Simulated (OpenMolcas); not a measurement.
## C$_{13}$H$_{11}$N: single-point calculation (part 1 of 2)

System: C$_{13}$H$_{11}$N (9-methylcarbazole).
Method: CASPT2/ANO-XS-VDZ, DKH2 (OpenMolcas 26.06).

The geometry comes from this level: GFN2-xTB.

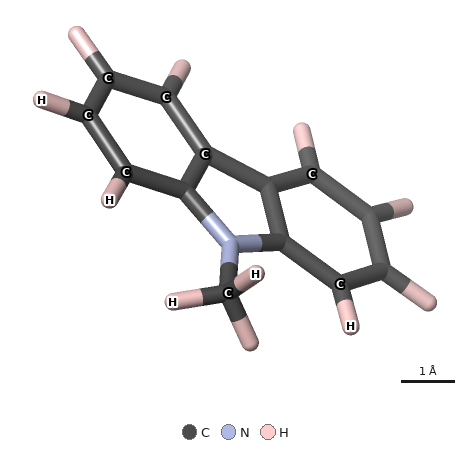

Figure 1. The structure (stick view, seen at a tilt).

The input:
```
* C13H11N CASPT2
>>> EXPORT MOLCAS_PRINT=2

&GATEWAY
 Coord
 25
 angstrom
 C       -1.449920      -1.422310       1.782760
 N       -0.667360      -0.659120       0.853830
 C       -0.951270       0.614860       0.423510
 C       -1.996740       1.457510       0.775640
 C       -2.042690       2.709560       0.193330
 C       -1.076810       3.122490      -0.721780
 C       -0.037020       2.288650      -1.081000
 C        0.031700       1.024980      -0.509520
 C        0.939650      -0.076750      -0.650320
 C        2.083310      -0.284280      -1.409930
 C        2.731450      -1.499130      -1.312650
 C        2.251660      -2.501770      -0.472670
 C        1.116240      -2.319920       0.293000
 C        0.461340      -1.099030       0.204730
 H       -0.805450      -2.115550       2.322360
 H       -2.232220      -1.993660       1.271570
 H       -1.918950      -0.753460       2.503810
 H       -2.757690       1.151390       1.477980
 H       -2.847290       3.382470       0.451520
 H       -1.149100       4.108490      -1.156180
 H        0.709200       2.608240      -1.792920
 H        2.453580       0.491320      -2.063490
 H        3.622090      -1.680920      -1.895660
 H        2.778050      -3.443710      -0.421370
 H        0.754230      -3.110350       0.933460
 Basis = ANO-XS-VDZ
 Group = NoSym
 RICD

&SEWARD
 Relativistic = R02E00

&RASSCF
 FileOrb = $CurrDir/step2.RasOrb
 Spin = 1
 Nactel = 4 0 0
 Inactive = 46
 Ras2 = 4
 OrbListing = Nothing
 OrbAppear = Compact

&CASPT2
 Imaginary = 0.2
```

Launch command:
```bash
export MOLCAS_MEM=1860
pymolcas step3.inp > step3.log
```

The program's output:
```
--- Start Module: gateway ---

                                              &GATEWAY

                       available to each process: 1.9 GB of memory, 1 thread

++    Symmetry information:
      ---------------------

                    Character Table for C1

                             E
                    a        1  x, y, xy, Rz, z, xz, Ry, yz, Rx, I
--

++    Basis set information:
      ----------------------

      Basis set label: C.ANO-XS...3S2P.

      Electronic valence basis set:
      ------------------
      Associated Effective Charge   6.000000 au
      Associated Actual Charge      6.000000 au
      Nuclear Model: Finite nucleus - Gaussian distribution
        Gaussian exponent, Xi/bohr**(-2):  6.80775E+08

      Shell  nPrim  nBasis  Cartesian Spherical Contaminant
         s       8       3        X
         p       4       2        X

      Basis set label: N.ANO-XS...3S2P.

      Electronic valence basis set:
      ------------------
      Associated Effective Charge   7.000000 au
      Associated Actual Charge      7.000000 au
      Nuclear Model: Finite nucleus - Gaussian distribution
        Gaussian exponent, Xi/bohr**(-2):  6.28656E+08

      Shell  nPrim  nBasis  Cartesian Spherical Contaminant
         s       8       3        X
         p       4       2        X

      Basis set label: C.ANO-XS...3S2P.

      Electronic valence basis set:
      ------------------
      Associated Effective Charge   6.000000 au
      Associated Actual Charge      6.000000 au
      Nuclear Model: Finite nucleus - Gaussian distribution
        Gaussian exponent, Xi/bohr**(-2):  6.80775E+08

      Shell  nPrim  nBasis  Cartesian Spherical Contaminant
         s       8       3        X
         p       4       2        X

      Basis set label: H.ANO-XS...2S.

      Electronic valence basis set:
      ------------------
      Associated Effective Charge   1.000000 au
      Associated Actual Charge      1.000000 au
      Nuclear Model: Finite nucleus - Gaussian distribution
        Gaussian exponent, Xi/bohr**(-2):  2.12482E+09

      Shell  nPrim  nBasis  Cartesian Spherical Contaminant
         s       4       2        X
--

++    Molecular structure info:
      -------------------------

                    ************************************************
                    **** Cartesian Coordinates / bohr, angstrom ****
                    ************************************************

     Center  Label                x              y              z                     x              y              z
        1      C1              -2.739952      -2.687776       3.368928             -1.449920      -1.422310       1.782760
        2      N2              -1.261128      -1.245556       1.613505             -0.667360      -0.659120       0.853830
        3      C3              -1.797640       1.161917       0.800318             -0.951270       0.614860       0.423510
        4      C4              -3.773292       2.754295       1.465747             -1.996740       1.457510       0.775640
        5      C5              -3.860125       5.120326       0.365341             -2.042690       2.709560       0.193330
        6      C6              -2.034876       5.900651      -1.363967             -1.076810       3.122490      -0.721780
        7      C7              -0.069958       4.324922      -2.042794             -0.037020       2.288650      -1.081000
        8      C8               0.059904       1.936931      -0.962853              0.031700       1.024980      -0.509520
        9      C9               1.775681      -0.145036      -1.228927              0.939650      -0.076750      -0.650320
       10      C10              3.936885      -0.537211      -2.664382              2.083310      -0.284280      -1.409930
       11      C11              5.161692      -2.832945      -2.480549              2.731450      -1.499130      -1.312650
       12      C12              4.255021      -4.727660      -0.893217              2.251660      -2.501770      -0.472670
       13      C13              2.109388      -4.384013       0.553690              1.116240      -2.319920       0.293000
       14      C14              0.871806      -2.076866       0.386884              0.461340      -1.099030       0.204730
       15      H15             -1.522080      -3.997810       4.388624             -0.805450      -2.115550       2.322360
       16      H16             -4.218284      -3.767471       2.402919             -2.232220      -1.993660       1.271570
       17      H17             -3.626290      -1.423833       4.731515             -1.918950      -0.753460       2.503810
       18      H18             -5.211279       2.175812       2.792977             -2.757690       1.151390       1.477980
       19      H19             -5.380598       6.391942       0.853249             -2.847290       3.382470       0.451520
       20      H20             -2.171484       7.763921      -2.184864             -1.149100       4.108490      -1.156180
       21      H21              1.340194       4.928859      -3.388128              0.709200       2.608240      -1.792920
       22      H22              4.636594       0.928460      -3.899431              2.453580       0.491320      -2.063490
       23      H23              6.844758      -3.176478      -3.582278              3.622090      -1.680920      -1.895660
       24      H24              5.249754      -6.507669      -0.796274              2.778050      -3.443710      -0.421370
       25      H25              1.425288      -5.877710       1.763984              0.754230      -3.110350       0.933460

                    *************************************************
                    **** InterNuclear Distances / bohr, angstrom ****
                    *************************************************

     Atom centers         bohr        angstrom
   21 H21       7 C7      2.040376        1.079720
   22 H22      10 C10
   18 H18       4 C4      2.040572        1.079824
   25 H25      13 C13
   20 H20       6 C6      2.040664        1.079873
   23 H23      11 C11     2.040719        1.079902
   19 H19       5 C5      2.041299        1.080209
   24 H24      12 C12     2.041402        1.080263
   15 H15       1 C1      2.058927        1.089537
   17 H17       1 C1      2.059075        1.089616
   16 H16       1 C1      2.069875        1.095331
    3 C3        2 N2      2.597123        1.374338
   14 C14       2 N2
   11 C11      10 C10     2.608513        1.380366
    7 C7        6 C6      2.608569        1.380395
   13 C13      12 C12     2.610627        1.381484
    5 C5        4 C4      2.610850        1.381603
    4 C4        3 C3      2.623293        1.388187
   14 C14      13 C13     2.623426        1.388257
   10 C10       9 C9      2.623954        1.388537
    8 C8        7 C7      2.624049        1.388587
    6 C6        5 C5      2.632668        1.393148
   12 C12      11 C11     2.632797        1.393216
    8 C8        3 C3      2.675780        1.415962
   14 C14       9 C9
    2 N2        1 C1      2.710799        1.434493
    9 C9        8 C8      2.710955        1.434575
   17 H17      15 H15     3.342250        1.768642
   17 H17      16 H16     3.356406        1.776133
   16 H16      15 H15     3.356427        1.776145
   15 H15       2 N2      3.917178        2.072881
   17 H17       2 N2      3.917622        2.073116
   16 H16       2 N2      3.965855        2.098640
   19 H19       4 C4      4.023812        2.129310
   24 H24      13 C13     4.024203        2.129517
   20 H20       7 C7      4.032780        2.134055
   23 H23      10 C10     4.032864        2.134100
   20 H20       5 C5      4.042727        2.139319
   23 H23      12 C12     4.042766        2.139340
   24 H24      11 C11     4.043282        2.139613
   19 H19       6 C6      4.043670        2.139818
   18 H18       5 C5      4.048358        2.142299
   25 H25      12 C12     4.048545        2.142398
   21 H21       6 C6      4.053727        2.145140
   22 H22      11 C11     4.054272        2.145429
   22 H22       9 C9      4.058178        2.147496
   21 H21       8 C8      4.058661        2.147751
   25 H25      14 C14     4.080338        2.159222
   18 H18       3 C3      4.080638        2.159381
   14 C14       3 C3      4.217414        2.231760
    8 C8        2 N2      4.302438        2.276752
    9 C9        2 N2      4.302647        2.276863
   14 C14       8 C8      4.311791        2.281702
    9 C9        3 C3      4.312144        2.281888
   25 H25      15 H15     4.371469        2.313282
   18 H18      17 H17     4.384924        2.320402
   14 C14      12 C12     4.484586        2.373141
    5 C5        3 C3      4.484646        2.373173
   11 C11       9 C9      4.500720        2.381679
    8 C8        6 C6      4.501119        2.381889
    7 C7        5 C5      4.560389        2.413254
   12 C12      10 C10     4.560493        2.413309
    6 C6        4 C4      4.574814        2.420887
   13 C13      11 C11
    7 C7        3 C3      4.590509        2.429193
   14 C14      10 C10     4.590802        2.429348
   13 C13       9 C9      4.610641        2.439846
    8 C8        4 C4      4.610811        2.439936
   24 H24      23 H23     4.626304        2.448135
   20 H20      19 H19     4.627188        2.448602
   19 H19      18 H18     4.644025        2.457512
   25 H25      24 H24     4.645245        2.458158
   21 H21      20 H20     4.670899        2.471734
   23 H23      22 H22     4.671948        2.472288
    3 C3        1 C1      4.722907        2.499255
   14 C14       1 C1      4.723409        2.499521
    4 C4        2 N2      4.725633        2.500697
   13 C13       2 N2      4.725833        2.500803
   10 C10       8 C8      4.903831        2.594996
    9 C9        7 C7      4.904007        2.595089
   15 H15      14 C14     5.043277        2.668787
   17 H17       3 C3      5.048205        2.671395
   22 H22      21 H21     5.208731        2.756342
    6 C6        3 C3      5.214979        2.759648
   14 C14      11 C11     5.215069        2.759696
   12 C12       9 C9      5.221136        2.762906
    8 C8        5 C5      5.221564        2.763133
   15 H15      13 C13     5.295605        2.802314
   17 H17       4 C4      5.305054        2.807314
    7 C7        4 C4      5.337735        2.824608
   13 C13      10 C10     5.337941        2.824717
   25 H25       2 N2      5.356894        2.834746
   18 H18       2 N2      5.357295        2.834958
   18 H18       1 C1      5.485769        2.902944
   25 H25       1 C1      5.486414        2.903286
   22 H22       8 C8      5.530515        2.926622
   21 H21       9 C9      5.531385        2.927083
--

            Nuclear Potential Energy            818.92694913 au

--- Stop Module: gateway /rc=_RC_ALL_IS_WELL_ ---

--- Start Module: seward ---

                                              &SEWARD

                       available to each process: 1.9 GB of memory, 1 thread

               SEWARD will generate:
                  Multipole Moment integrals up to order  2
                  Kinetic Energy integrals
                  Nuclear Attraction integrals (finite nuclei - Gaussian type)
                  One-Electron Hamiltonian integrals
                  Velocity integrals
                  Relativistic Douglas-Kroll-Hess integrals:
                    - Parametrization         : EXP
                    - DKH order of Hamiltonian: 2
                    - DKH order of Properties : 0
                         - multipole moment operators
                         - electric potential operators
                         - contact operators
                  Orbital angular momentum around (  0.1459   0.1417  -0.1692 )
                  Velocity quadrupole around (  0.1459   0.1417  -0.1692 )
                  RI decomposed two-electron repulsion integrals stored Cholesky style
                   - acCD auxiliary basis
                   - CD Threshold:   1.00E-04

                   Integrals are discarded if absolute value <: 1.00E-14
                   Integral cutoff threshold is set to       <: 1.00E-16

            Nuclear Potential Energy            818.92694913 au

      Basis set specifications :
      Symmetry species         a
      Basis functions          148

--- Stop Module: seward /rc=_RC_ALL_IS_WELL_ ---
--- Module seward spent 2 seconds ---

--- Start Module: rasscf ---

                                              &RASSCF

                       available to each process: 1.9 GB of memory, 1 thread

      Header of the ONEINT file:
      --------------------------

      OrdInt status: non-squared

      Cartesian coordinates in angstrom:
      -----------------------------------------------------
      No.  Label        X            Y            Z
      -----------------------------------------------------
       1   C1        -1.44992000  -1.42231000   1.78276000
       2   N2        -0.66736000  -0.65912000   0.85383000
       3   C3        -0.95127000   0.61486000   0.42351000
       4   C4        -1.99674000   1.45751000   0.77564000
       5   C5        -2.04269000   2.70956000   0.19333000
       6   C6        -1.07681000   3.12249000  -0.72178000
       7   C7        -0.03702000   2.28865000  -1.08100000
       8   C8         0.03170000   1.02498000  -0.50952000
       9   C9         0.93965000  -0.07675000  -0.65032000
      10   C10        2.08331000  -0.28428000  -1.40993000
      11   C11        2.73145000  -1.49913000  -1.31265000
      12   C12        2.25166000  -2.50177000  -0.47267000
      13   C13        1.11624000  -2.31992000   0.29300000
      14   C14        0.46134000  -1.09903000   0.20473000
      15   H15       -0.80545000  -2.11555000   2.32236000
      16   H16       -2.23222000  -1.99366000   1.27157000
      17   H17       -1.91895000  -0.75346000   2.50381000
      18   H18       -2.75769000   1.15139000   1.47798000
      19   H19       -2.84729000   3.38247000   0.45152000
      20   H20       -1.14910000   4.10849000  -1.15618000
      21   H21        0.70920000   2.60824000  -1.79292000
      22   H22        2.45358000   0.49132000  -2.06349000
      23   H23        3.62209000  -1.68092000  -1.89566000
      24   H24        2.77805000  -3.44371000  -0.42137000
      25   H25        0.75423000  -3.11035000   0.93346000
      -----------------------------------------------------
      Nuclear repulsion energy =  818.92694913

++    Wave function specifications:
      -----------------------------

      Number of closed shell electrons          92
      Number of electrons in active shells       4
      Max number of holes in RAS1 space          0
      Max nr of electrons in RAS3 space          0
      Number of inactive orbitals               46
      Number of active orbitals                  4
      Number of secondary orbitals              98
      Spin quantum number                      0.0
      State symmetry                             1
--

++    Orbital specifications:
      -----------------------

      Symmetry species                           1
                                                 a
      Frozen orbitals                            0
      Inactive orbitals                         46
      Active orbitals                            4
      RAS1 orbitals                              0
      RAS2 orbitals                              4
      RAS3 orbitals                              0
      Secondary orbitals                        98
      Deleted orbitals                           0
      Number of basis functions                148
--

++    CI expansion specifications:
      ----------------------------

      Number of CSFs                            20
      Number of spin combinations               21
      Number of determinants                    36
      Number of root(s) required                 1
      Root chosen for geometry opt.              1
      CI root used                               1
```
